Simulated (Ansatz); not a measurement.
# C2H5NSi (SMILES N=C=C[SiH3]): what the fields show

The calculation's input:

```
crystal:
  periodic: [false, false, false]
  atoms:
    - {symbol: N, position_ang: [0.336327, 0.852558, -2.253733]}
    - {symbol: C, position_ang: [0.485740, 0.660269, -1.063641]}
    - {symbol: C, position_ang: [0.690758, 0.331455, 0.184885]}
    - {symbol: Si, position_ang: [-0.445944, -0.834161, 1.061496]}
    - {symbol: H, position_ang: [-0.241366, 1.638155, -2.537959]}
    - {symbol: H, position_ang: [1.547733, 0.771094, 0.685734]}
    - {symbol: H, position_ang: [-1.518649, -1.245716, 0.121185]}
    - {symbol: H, position_ang: [0.290326, -2.037141, 1.533310]}
    - {symbol: H, position_ang: [-1.056523, -0.182914, 2.251621]}
basis:
  gaussian: {orbitals: def2-TZVPP}
hamiltonian: {xc: pbe0, dispersion: d4}
output: {orbitals: {seedname: orbitals}}
```

Launched as:

```sh
ansatz run in.yaml --threads 2 --pin off --events-out ev --progress --plain --max-ram 4352MiB
```

Geometry: PBE0-D4/def2-TZVP.

Computed with RKS PBE0-D4/def2-TZVPP in Ansatz.

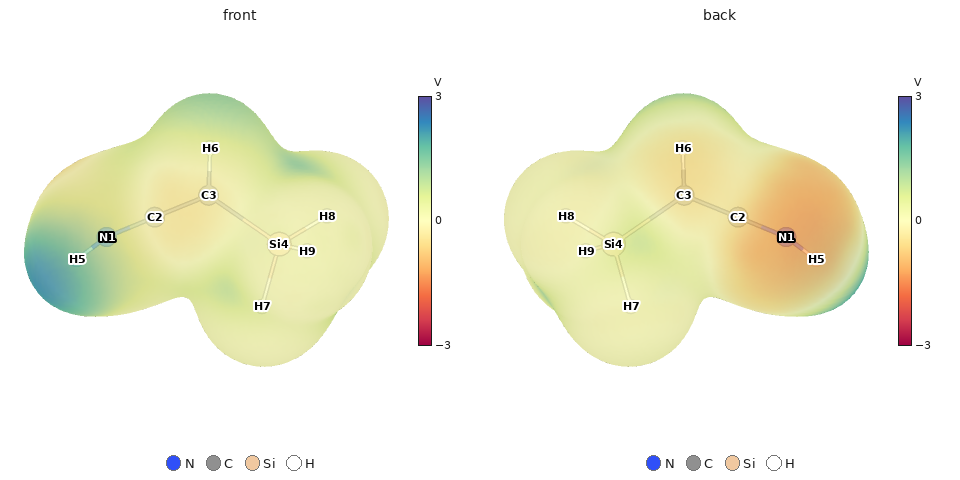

Figure 1. The molecular electrostatic potential painted on the density surface at 0.002 e/bohr³, seen from the front and from behind; red is negative and blue positive.

> Where is the surface potential most negative and most positive?

The most negative region (about −1.3 V) lies over N1, the most positive (about +2.2 V) over H5. N1 is the likeliest acceptor of a hydrogen bond.

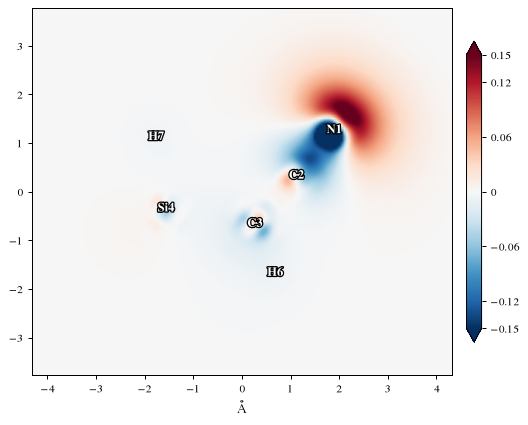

Figure 2. The HOMO on the plane of atoms C2, C3 and Si4 (values in Å⁻³ᐟ²; the overall sign is arbitrary).

> What is the character of this orbital?

Its weight (Hirshfeld) is mainly on C3 (about 40 %), N1 (about 25 %) and C2 (about 20 %). Its energy is −7.07 eV.

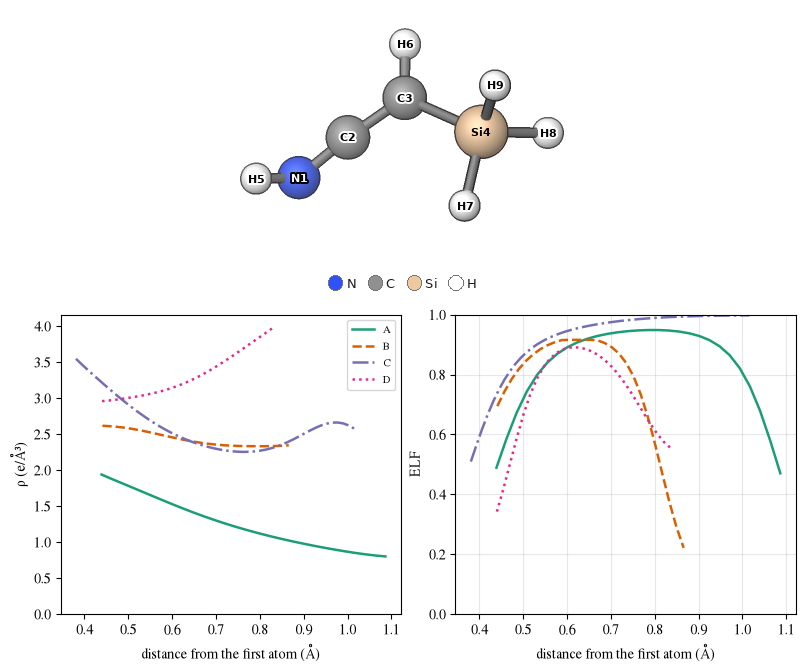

Figure 3. Total electron density and ELF along straight lines between neighbouring atoms. The curves leave out the atomic cores. The structure is drawn too.

> Which curve belongs to which contact (C–C, C–N, C–Si and N–H)? The first atom named is at distance zero.

Curve A: C–Si (1.85 Å): ρ is about 0.95 e/Å³ halfway; the ELF peaks at about 0.95 between the atoms, as expected for a shared electron pair. Curve B: C–C (1.31 Å): ρ at the midpoint is about 2.4 e/Å³; the ELF peaks at about 0.90 between the atoms (a short, multiple covalent bond). Curve C: N–H (1.02 Å): the density is about 2.9 e/Å³ at the midpoint; the ELF climbs to about 1 towards the hydrogen, as it does in any bond to H; a covalent bond by its length. Curve D: C–N (1.21 Å): ρ is about 3.2 e/Å³ halfway; the ELF peaks at about 0.90 between the atoms; a multiple bond.
